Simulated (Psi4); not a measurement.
# HSE06/def2-SVP (core potential) run of WCl4O (SMILES O=[W](Cl)(Cl)(Cl)Cl)

What is the vertical ionisation energy of WCl4O at HSE06/def2-SVP (core potential)? 

The results are computed with Psi4 1.11.

2 further runs of the same task are left out: 2 set aside as unsound or not needed.

## 1. The system as given

WCl4O: 6 atoms, total charge 0, spin state singlet. As SMILES, `O=[W](Cl)(Cl)(Cl)Cl`. Geometry: relaxed at PBE0-D4/def2-TZVP.

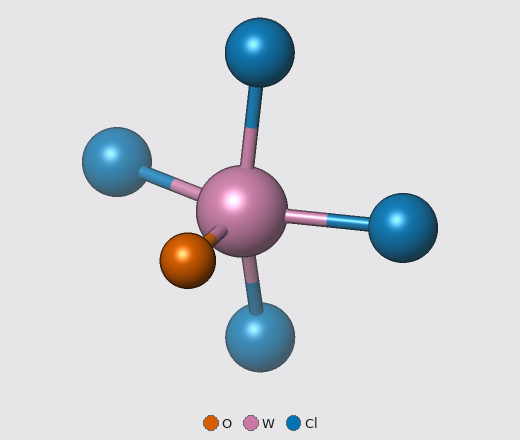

The structure, seen from a chosen angle (oxygen orange, tungsten pink, chlorine blue).

## 2. Energy and gradient at HSE06/def2-SVP (core potential)

Contents of cl4ow.dat:

```
memory 2200 MB

molecule geom {
  0 1
  O     -0.01899175    -3.30163500     0.35245282
  W     -0.00096376    -0.16831791     0.01797130
  Cl     3.61935465     1.07321326     2.02633443
  Cl    -3.60939580     0.66234901    -2.21160318
  Cl     2.13384095     0.47139218    -3.68543837
  Cl    -2.12386319     1.26301735     3.50028301
  units bohr
  symmetry c1
  no_reorient
  no_com
}

set basis def2-SVP
set puream true
set e_convergence 1e-09
set d_convergence 1e-08
set scf_type pk
set dft_radial_points 99
set dft_spherical_points 590

e_tot, wfn = gradient("hse06", return_wfn=True)
oeprop(wfn, "DIPOLE", "QUADRUPOLE", "MAYER_INDICES")
```

Launch:

```bash
$ psi4 -i cl4ow.dat -o cl4ow.out -n 1
```

cl4ow.out:

```text
[...]
    !!!  WARNING: ECP capability is in beta. Please check occupations closely.  !!!
[...]
  Running in c1 symmetry.
[...]
  Nuclear repulsion =  611.276188651592065
[...]
  Multiplicity = 1
[...]
  Nalpha       = 45
  Nbeta        = 45
[...]
    Number of basis functions: 118
[...]
   @RKS iter   1: -1981.40194487176632    6.09900e-02   1.03546e-02 DIIS/ADIIS
[...]
   @RKS iter  15: -1982.10076900311742   -1.72804e-11   2.54577e-09 DIIS
[...]
  @RKS Final Energy: -1982.10076900311742
   => Energetics <=
    Nuclear Repulsion Energy =            611.2761886515920651
    One-Electron Energy =               -3975.2642473102159784
    Two-Electron Energy =                1480.5103037592571127
    DFT Exchange-Correlation Energy =     -98.6230141037504779
    Empirical Dispersion Energy =           0.0000000000000000
    VV10 Nonlocal Energy =                  0.0000000000000000
    Total Energy =                      -1982.1007690031174207
[...]
  -Total Gradient:
     Atom            X                  Y                   Z
    ------   -----------------  -----------------  -----------------
       1        0.000026006372     0.004582078929    -0.000490069119
       2        0.000009939656     0.001159278380    -0.000122155601
       3       -0.005399184119    -0.001729081634    -0.003007907921
       4        0.005379794492    -0.001116385283     0.003310526809
       5       -0.003181523398    -0.000833068166     0.005508527529
       6        0.003165252389    -0.002012560190    -0.005204285148
[...]
 Multipole Moments:
 ------------------------------------------------------------------------------------
     Multipole            Electronic (a.u.)      Nuclear  (a.u.)        Total (a.u.)
 ------------------------------------------------------------------------------------
 L = 1.  Multiply by 2.5417464519 to convert [e a0] to [Debye]
 Dipole X            :         -0.1720577            0.1734957            0.0014381
 Dipole Y            :        -29.9753849           30.2199899            0.2446050
 Dipole Z            :          3.1998804           -3.2259891           -0.0261087
 Magnitude           :                                                    0.2459987
 L = 2.  Multiply by 1.3450342976 to convert [e a0^2] to [Debye ang]
 Quadrupole XX       :       -658.4117346          598.2590474          -60.1526871
 Quadrupole XY       :          2.6090067           -2.6060860            0.0029206
[...]
```

Wall time 68 s (1 thread of AMD EPYC 7R43 (Zen 3), shared host); peak memory 0.86 GiB.

## 3. The doublet cation, same level

Contents of job.json:

```json
{
 "schema_name": "qcschema_input",
 "schema_version": 1,
 "molecule": {
  "schema_name": "qcschema_molecule",
  "schema_version": 2,
  "symbols": ["O", "W", "Cl", "Cl", "Cl", "Cl"],
  "geometry": [-0.01899175, -3.301635, 0.35245282, -0.00096376, -0.16831791, 0.0179713, 3.61935465, 1.07321326, 2.02633443, -3.6093958, 0.66234901, -2.21160318, 2.13384095, 0.47139218, -3.68543837, -2.12386319, 1.26301735, 3.50028301],
  "molecular_charge": 1,
  "molecular_multiplicity": 2,
  "fix_symmetry": "c1",
  "fix_com": true,
  "fix_orientation": true
 },
 "driver": "gradient",
 "model": {
  "method": "hse06",
  "basis": "def2-SVP"
 },
 "keywords": {
  "reference": "uks",
  "puream": true,
  "e_convergence": 1e-09,
  "d_convergence": 1e-08,
  "scf_type": "pk",
  "dft_radial_points": 99,
  "dft_spherical_points": 590,
  "maxiter": 100
 }
}
```

Launch:

```bash
$ psi4 --qcschema job.json -n 1 --memory 2200MB
```

stdout, shortened:

```text
[...]
  Running in c1 symmetry.
[...]
  Nuclear repulsion =  611.276188651592065
[...]
  Multiplicity = 2
[...]
  Nalpha       = 45
  Nbeta        = 44
[...]
    Number of basis functions: 118
[...]
   @UKS iter   1: -1980.99178965395322    4.71145e-01   1.03190e-02 DIIS/ADIIS
[...]
   @UKS iter  19: -1981.69955173438802    1.25056e-11   8.60266e-09 DIIS
[...]
   @S^2 Observed:                7.619728635E-01
[...]
  @UKS Final Energy: -1981.69955173438802
   => Energetics <=
    Nuclear Repulsion Energy =            611.2761886515920651
    One-Electron Energy =               -3956.1051353518296310
    Two-Electron Energy =                1461.4315311354687310
    DFT Exchange-Correlation Energy =     -98.3021361696190326
    Empirical Dispersion Energy =           0.0000000000000000
    VV10 Nonlocal Energy =                  0.0000000000000000
    Total Energy =                      -1981.6995517343880238
[...]
 Multipole Moments:
 ------------------------------------------------------------------------------------
     Multipole            Electronic (a.u.)      Nuclear  (a.u.)        Total (a.u.)
 ------------------------------------------------------------------------------------
 L = 1.  Multiply by 2.5417464519 to convert [e a0] to [Debye]
 Dipole X            :         -0.1691999            0.1734957            0.0042958
 Dipole Y            :        -29.4696679           30.2199899            0.7503220
 Dipole Z            :          3.1459034           -3.2259891           -0.0800857
 Magnitude           :                                                    0.7545961
[...]
  -Total Gradient:
     Atom            X                  Y                   Z
    ------   -----------------  -----------------  -----------------
       1       -0.000068082898    -0.011794097322     0.001258103431
       2        0.000131671036     0.022922498149    -0.002444046567
       3       -0.002844050815    -0.002929382516    -0.001362799089
       4        0.002811027307    -0.002608313506     0.001952176438
       5       -0.001680537680    -0.002463791981     0.003106928499
       6        0.001650227560    -0.003083112036    -0.002515041491
[...]
```

The result, in JSON:

```text
{
 "driver": "gradient",
 "model": {
  "method": "hse06",
  "basis": "def2-SVP"
 },
 "success": true,
 "return_result": [-6.808289789239728e-05, -0.01179409732172293, 0.0012581034313765421, 0.00013167103559598653, 0.022922498148911397, -0.0024440465674862126, -0.0028440508153647903, -0.0029293825164844745, -0.001362799088938993, 0.002811027307071501, -0.002608313506314023, 0.0019521764381578571, -0.001680537679957586, -0.002463791980579392, 0.0031069284992641943, 0.0016502275597533866, -0.003083112035898103, -0.00251504149143314],
 "properties": {
  "calcinfo_nbasis": 118,
  "calcinfo_nmo": 118,
  "calcinfo_nalpha": 45,
  "calcinfo_nbeta": 44,
  "calcinfo_natom": 6,
  "nuclear_repulsion_energy": 611.2761886515921,
  "return_energy": -1981.699551734388,
  "return_gradient": [-6.808289789239728e-05, -0.01179409732172293, 0.0012581034313765421, 0.00013167103559598653, 0.022922498148911397, -0.0024440465674862126, -0.0028440508153647903, -0.0029293825164844745, -0.001362799088938993, 0.002811027307071501, -0.002608313506314023, 0.0019521764381578571, -0.001680537679957586, -0.002463791980579392, 0.0031069284992641943, 0.0016502275597533866, -0.003083112035898103, -0.00251504149143314],
  "scf_one_electron_energy": -3956.1051353518296,
  "scf_two_electron_energy": 1461.4315311354687,
  "scf_xc_energy": -98.30213616961903,
  "scf_dipole_moment": [0.004295783451948143, 0.7503219829373045, -0.08008567998955929],
  "scf_total_energy": -1981.699551734388,
  "scf_total_gradient": [-6.808289789239728e-05, -0.01179409732172293, 0.0012581034313765421, 0.00013167103559598653, 0.022922498148911397, -0.0024440465674862126, -0.0028440508153647903, -0.0029293825164844745, -0.001362799088938993, 0.002811027307071501, -0.002608313506314023, 0.0019521764381578571, -0.001680537679957586, -0.002463791980579392, 0.0031069284992641943, 0.0016502275597533866, -0.003083112035898103, -0.00251504149143314],
  "scf_iterations": 19
 }
}
```

Run time: 92 s. Hardware: 1 thread of AMD EPYC 7R43 (Zen 3), shared host; peak memory 0.86 GiB.

## 4. Summary of results

At HSE06/def2-SVP (core potential):

```
                                          quantity           value
                       singlet WCl4O: total energy  -1982.10077 Eh
                      singlet WCl4O: dipole moment          0.63 D
                        singlet WCl4O: HOMO energy        -8.59 eV
                        singlet WCl4O: LUMO energy        -5.41 eV
                      singlet WCl4O: HOMO–LUMO gap         3.17 eV
           singlet WCl4O: largest force on an atom      0.330 eV/Å
                      doublet cation: total energy  -1981.69955 Eh
doublet cation: HOMO energy (highest over α and β)       -14.39 eV
 doublet cation: LUMO energy (lowest over α and β)       -13.24 eV
                              doublet cation: ⟨S²⟩           0.762
          doublet cation: largest force on an atom      1.185 eV/Å
vertical ionisation energy (to the doublet cation)       10.918 eV
```

Removing an electron at fixed nuclei costs 10.92 eV (1053 kJ/mol). The largest force (singlet WCl4O) is 0.33 eV/Å: the shape isn't a stationary point for this species at this level. The negative HOMO energy of the first species, 8.59 eV, lies 2.33 eV below that difference.
